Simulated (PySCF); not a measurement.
Core-level calculation, with input and output: Si3NH7Cl2O

The run: core-level calculation of Si3NH7Cl2O. Method and program: delta-SCF UKS SCAN, pcX-2 on the ionised atom, pcseg-1 elsewhere, spin-free X2C (PySCF 2.14.0).

Figures and captions count atoms from 1; the log counts them from 0 in places.

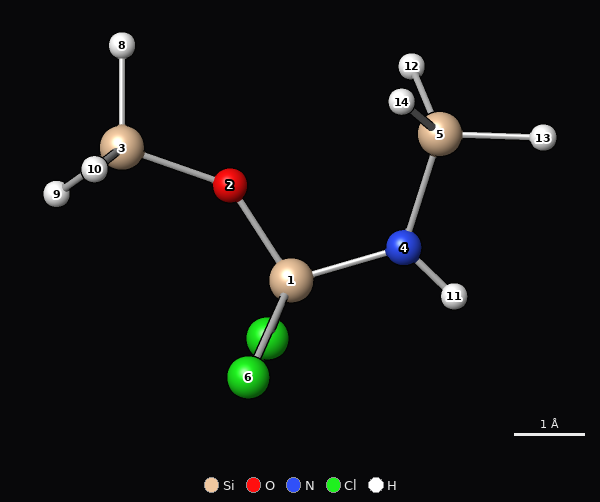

**Figure 1.** The structure as given in the input (ball-and-stick view, seen at a tilt; atoms are numbered from 1 in the order of the input).

### Results in brief

```json
{"quantity": "outcome", "value": "converged"}
{"quantity": "hardware", "value": "1 CPU thread, shared host"}
{"quantity": "wall time", "value": "85 s"}
{"quantity": "peak memory", "value": "0.77 GiB"}
```

### Input file
```
{"job": {"kind": "xps", "holes": 5}, "charge": 0, "multiplicity": 1}
Si    -0.068653     1.554179     0.665579
O     -0.664325     0.633365    -0.545233
Si    -1.306738     0.729634    -2.086902
N      0.784690     0.485575     1.672807
Si     0.974976    -1.233370     1.365151
Cl     1.120363     3.037684    -0.122535
Cl    -1.595993     2.511971     1.648136
H     -1.831698    -0.619600    -2.427796
H     -2.406890     1.735652    -2.106797
H     -0.241680     1.125344    -3.050892
H      1.201479     0.852232     2.522566
H     -0.338157    -1.938678     1.309453
H      1.776297    -1.767691     2.505298
H      1.703636    -1.487089     0.087729
```

The first line tells a small driver script what to run in PySCF; the rest is the geometry in Å.

Run as:
```bash
OMP_NUM_THREADS=1 python <driver script> task.json out
```

### The program's output
```
ground state, core basis on atom 0 (Si), 195 functions
  cycle   1  E = -1927.46580600  |g| = 8.67e-01
  cycle   2  E = -1927.12590005  |g| = 1.57e+00
  cycle   3  E = -1927.60386895  |g| = 2.07e-01
  cycle   4  E = -1927.61335285  |g| = 6.89e-02
  cycle   5  E = -1927.61436900  |g| = 2.28e-02
  cycle   6  E = -1927.61449864  |g| = 6.11e-03
  cycle   7  E = -1927.61450638  |g| = 2.80e-03
  cycle   8  E = -1927.61450712  |g| = 5.16e-04
  cycle   9  E = -1927.61451179  |g| = 6.39e-05
  E(ground) = -1927.68642194 Eh
hole in Si 2p of atom 0
  cycle   1  E = -1923.25929272  |g| = 1.25e+00
[... 9 cycles left out ...]
  E(ion) = -1923.67253022 Eh   <S^2> = 0.7515   hole on atom = 1.003   binding energy = 109.224 eV
  2p3/2 = 109.043 eV   2p1/2 = 109.669 eV
ground state, core basis on atom 1 (O), 184 functions
[... 6 cycles left out ...]
  E(ground) = -1927.64647937 Eh
hole in O 1s of atom 1
[... 9 cycles left out ...]
  E(ion) = -1907.85757246 Eh   <S^2> = 0.7617   hole on atom = 1.000   binding energy = 538.484 eV
ground state, core basis on atom 3 (N), 184 functions
[... 6 cycles left out ...]
  E(ground) = -1927.62784677 Eh
hole in N 1s of atom 3
[... 10 cycles left out ...]
  E(ion) = -1912.75234357 Eh   <S^2> = 0.7651   hole on atom = 1.000   binding energy = 404.783 eV
ground state, core basis on atom 5 (Cl), 195 functions
[... 7 cycles left out ...]
  E(ground) = -1927.78299476 Eh
hole in Cl 2p of atom 5
[... 10 cycles left out ...]
  E(ion) = -1920.18744097 Eh   <S^2> = 0.7518   hole on atom = 1.001   binding energy = 206.686 eV
  2p3/2 = 206.103 eV   2p1/2 = 207.757 eV
ground state, core basis on atom 6 (Cl), 195 functions
[... 7 cycles left out ...]
  E(ground) = -1927.78305547 Eh
hole in Cl 2p of atom 6
  cycle   1  E = -1919.61394436  |g| = 1.70e+00
  cycle   2  E = -1919.38810102  |g| = 1.39e+00
  cycle   3  E = -1919.97722353  |g| = 4.30e-01
  cycle   4  E = -1920.06276938  |g| = 2.03e-01
  cycle   5  E = -1920.07925286  |g| = 6.41e-02
  cycle   6  E = -1920.08088286  |g| = 2.74e-02
  cycle   7  E = -1920.08129847  |g| = 6.60e-03
  cycle   8  E = -1920.08131428  |g| = 3.50e-03
  cycle   9  E = -1920.08132014  |g| = 1.12e-03
  cycle  10  E = -1920.08132363  |g| = 1.99e-04
  E(ion) = -1920.18701919 Eh   <S^2> = 0.7518   hole on atom = 1.001   binding energy = 206.699 eV
  2p3/2 = 206.115 eV   2p1/2 = 207.769 eV
```

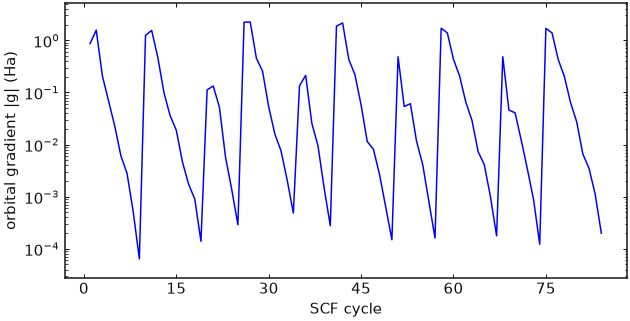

**Figure 2.** Convergence of the self-consistent field: orbital gradient |g| against the SCF cycle. All cycles printed in the log are drawn one after another.
